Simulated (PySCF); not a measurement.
**What a change does: NMR shielding calculation on C3H6F5PSi**

System: C3H6F5PSi, SMILES CP([SiH3])C(F)(F)C(F)(F)F.
Method of the first run: GIAO PBE0/pcSseg-1 NMR shielding, non-relativistic, IEF-PCM water (PySCF 2.14.0).

The geometry comes from this level: PBE0-D3(BJ)/def2-SVP. Text and figures count atoms from 1; the logs count them from 0 in places.

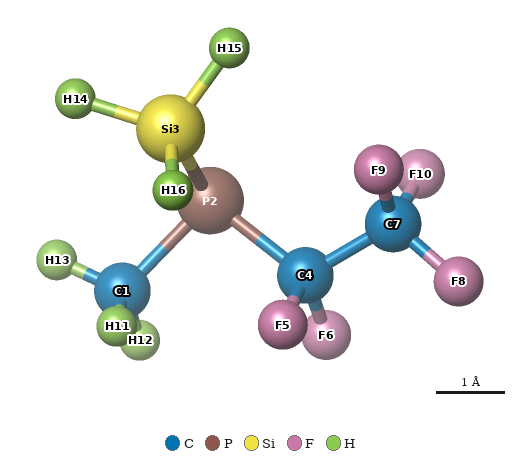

Fig. 1: The structure (ball-and-stick view, seen at a tilt; atoms are numbered from 1 in the order of the input).

### The input, the first run
```
{"job": {"kind": "nmr", "xc": "PBE0", "basis": "pcSseg-1", "solvent": "water", "pop": false}, "charge": 0, "multiplicity": 1}
C      1.624829     1.429292     0.348625
P      0.550410     0.461109    -0.816245
Si     1.214466    -1.635460    -0.240366
C     -1.028815     0.608064     0.221639
F     -0.852334     0.294601     1.524314
F     -1.429598     1.898274     0.178619
C     -2.203200    -0.245895    -0.287120
F     -3.298984     0.005788     0.410471
F     -1.911954    -1.540968    -0.159992
F     -2.441395     0.007702    -1.566705
H      1.590606     1.057213     1.382386
H      1.291918     2.477007     0.333096
H      2.659804     1.390910    -0.020662
H      2.679662    -1.640316    -0.536179
H      0.534560    -2.643644    -1.099522
H      0.997679    -1.929586     1.206438
```

The first line tells a small driver script what to run in PySCF; the rest is the geometry in Å.

Command:
```bash
OMP_NUM_THREADS=1 python <driver script> task.json out
```

Hardware: 1 CPU thread, shared host.

### Output (the first run)
```
coarse grid: 15656 points
cycle   1  E = -1246.7650135387  dE =  1.344e+00  |g| = 1.100e+00  |ddm| = 3.565e+00
cycle   2  E = -1246.4905623723  dE =  2.745e-01  |g| = 1.746e+00  |ddm| = 1.455e+00
cycle   3  E = -1246.9702045738  dE = -4.796e-01  |g| = 6.128e-02  |ddm| = 9.132e-01
cycle   4  E = -1246.9706150103  dE = -4.104e-04  |g| = 4.203e-02  |ddm| = 7.299e-02
cycle   5  E = -1246.9709471728  dE = -3.322e-04  |g| = 9.632e-03  |ddm| = 3.226e-02
cycle   6  E = -1246.9709620814  dE = -1.491e-05  |g| = 1.943e-03  |ddm| = 6.846e-03
cycle   7  E = -1246.9709626422  dE = -5.608e-07  |g| = 5.194e-04  |ddm| = 1.899e-03
final grid: 147728 points
cycle   8  E = -1247.0629877711  dE = -5.802e-05  |g| = 8.001e-03  |ddm| = 2.526e-02
cycle   9  E = -1247.0629784498  dE =  9.321e-06  |g| = 1.101e-02  |ddm| = 1.227e-02
cycle  10  E = -1247.0630009581  dE = -2.251e-05  |g| = 6.913e-04  |ddm| = 6.511e-03
cycle  11  E = -1247.0630010320  dE = -7.392e-08  |g| = 3.275e-04  |ddm| = 7.633e-04
cycle  12  E = -1247.0630010521  dE = -2.003e-08  |g| = 6.365e-05  |ddm| = 2.644e-04
cycle  13  E = -1247.0630010529  dE = -8.808e-10  |g| = 1.598e-05  |ddm| = 7.099e-05
converged SCF energy = -1247.0630010529

GIAO shielding tensors (ppm)
atom      isotropic    diamagn.    paramagn.     s11        s22        s33       span
  0 C      183.035     253.309     -70.275    172.778    182.771    193.555     20.778
  1 P      413.929     968.410    -554.481    309.586    386.309    545.892    236.307
  2 Si     420.141     879.945    -459.804    389.171    411.771    459.482     70.310
  3 C       56.278     248.625    -192.347     32.033     64.850     71.950     39.917
  4 F      310.027     477.067    -167.040    196.691    331.811    401.580    204.889
  5 F      309.985     474.304    -164.318    188.873    331.844    409.240    220.367
  6 C       59.147     245.201    -186.054     51.902     58.985     66.555     14.653
  7 F      281.817     468.171    -186.354    209.928    282.287    353.235    143.307
  8 F      267.167     475.629    -208.462    196.418    262.201    342.881    146.464
  9 F      268.543     472.208    -203.665    195.575    270.098    339.957    144.382
 10 H       29.434      30.979      -1.545     24.305     28.335     35.662     11.357
 11 H       29.518      29.480       0.038     23.726     27.348     37.480     13.754
 12 H       29.950      29.189       0.761     24.849     26.587     38.413     13.564
 13 H       27.329      28.792      -1.463     23.484     25.350     33.153      9.669
 14 H       27.105      28.766      -1.662     23.270     25.663     32.380      9.110
 15 H       27.002      29.074      -2.072     23.429     25.991     31.585      8.157
```

For the second run the input was changed thus:
```diff
-"solvent": "water"
-"pop": false
+"solvent": "acetonitrile"
+"pop": true
```

Predict how the results change.

The total energy of the second run is 0.07 kcal/mol higher: the change of the electrostatic solvation energy at this fixed geometry, without cavity or dispersion terms. Of all shieldings, the largest change is that of P2, by +0.1 ppm. The number of SCF iterations is the same.

### Output (the second run)
```
coarse grid: 15656 points
cycle   1  E = -1246.7648589581  dE =  1.344e+00  |g| = 1.100e+00  |ddm| = 3.565e+00
cycle   2  E = -1246.4898512218  dE =  2.750e-01  |g| = 1.747e+00  |ddm| = 1.456e+00
cycle   3  E = -1246.9700907184  dE = -4.802e-01  |g| = 6.138e-02  |ddm| = 9.145e-01
cycle   4  E = -1246.9705037062  dE = -4.130e-04  |g| = 4.208e-02  |ddm| = 7.334e-02
cycle   5  E = -1246.9708367824  dE = -3.331e-04  |g| = 9.661e-03  |ddm| = 3.236e-02
cycle   6  E = -1246.9708517730  dE = -1.499e-05  |g| = 1.943e-03  |ddm| = 6.870e-03
cycle   7  E = -1246.9708523346  dE = -5.615e-07  |g| = 5.207e-04  |ddm| = 1.901e-03
final grid: 147728 points
cycle   8  E = -1247.0628776680  dE = -5.802e-05  |g| = 8.000e-03  |ddm| = 2.526e-02
cycle   9  E = -1247.0628683251  dE =  9.343e-06  |g| = 1.101e-02  |ddm| = 1.228e-02
cycle  10  E = -1247.0628908492  dE = -2.252e-05  |g| = 6.906e-04  |ddm| = 6.521e-03
cycle  11  E = -1247.0628909229  dE = -7.372e-08  |g| = 3.275e-04  |ddm| = 7.634e-04
cycle  12  E = -1247.0628909430  dE = -2.004e-08  |g| = 6.382e-05  |ddm| = 2.649e-04
cycle  13  E = -1247.0628909438  dE = -8.890e-10  |g| = 1.597e-05  |ddm| = 7.123e-05
converged SCF energy = -1247.0628909438

GIAO shielding tensors (ppm)
atom      isotropic    diamagn.    paramagn.     s11        s22        s33       span
  0 C      183.016     253.308     -70.292    172.767    182.760    193.521     20.754
  1 P      413.999     968.402    -554.403    309.659    386.464    545.874    236.215
  2 Si     420.159     879.948    -459.789    389.156    411.815    459.504     70.348
  3 C       56.288     248.618    -192.330     32.064     64.867     71.935     39.871
  4 F      309.984     477.063    -167.079    196.643    331.788    401.521    204.878
  5 F      309.923     474.294    -164.371    188.788    331.804    409.176    220.389
  6 C       59.149     245.199    -186.050     51.894     58.990     66.562     14.668
  7 F      281.770     468.165    -186.394    209.889    282.221    353.201    143.312
  8 F      267.173     475.627    -208.454    196.438    262.196    342.886    146.448
  9 F      268.503     472.203    -203.700    195.537    270.050    339.923    144.385
 10 H       29.437      30.983      -1.546     24.310     28.339     35.663     11.353
 11 H       29.519      29.483       0.036     23.728     27.350     37.478     13.750
 12 H       29.959      29.199       0.760     24.862     26.599     38.416     13.554
 13 H       27.334      28.797      -1.464     23.490     25.354     33.156      9.666
 14 H       27.103      28.765      -1.662     23.269     25.662     32.379      9.110
 15 H       27.002      29.073      -2.072     23.428     25.992     31.586      8.158
```

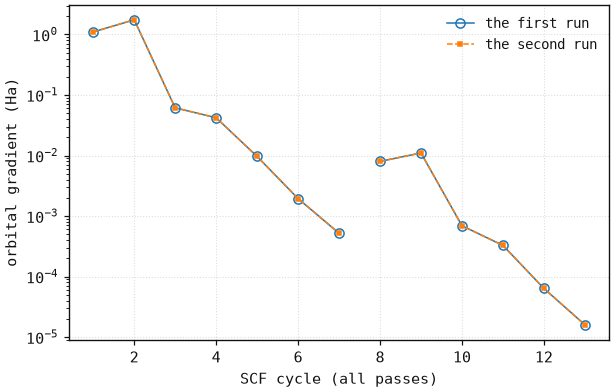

Fig. 2: Convergence of the two runs: orbital gradient against the SCF cycle. A break in a curve parts two SCF passes (coarse and final grid). The first run takes 13 cycles in all, and the second run takes 13.

### The two runs side by side

```csv
quantity,the first run,the second run
outcome,converged,converged
total energy (hartree),−1247.063001,−1247.062891
HOMO (eV),−7.41,−7.41
LUMO (eV),0.06,0.06
dipole moment (D),2.83,2.82
shielding of C1 (ppm),183.0,183.0
shielding of P2 (ppm),413.9,414.0
shielding of Si3 (ppm),420.1,420.2
shielding of F5 (ppm),310.0,310.0
shielding of F6 (ppm),310.0,309.9
shielding of F8 (ppm),281.8,281.8
shielding of F10 (ppm),268.5,268.5
SCF iterations,13,13
basis functions,214,214
wall time (shared host),38 s,40 s
```
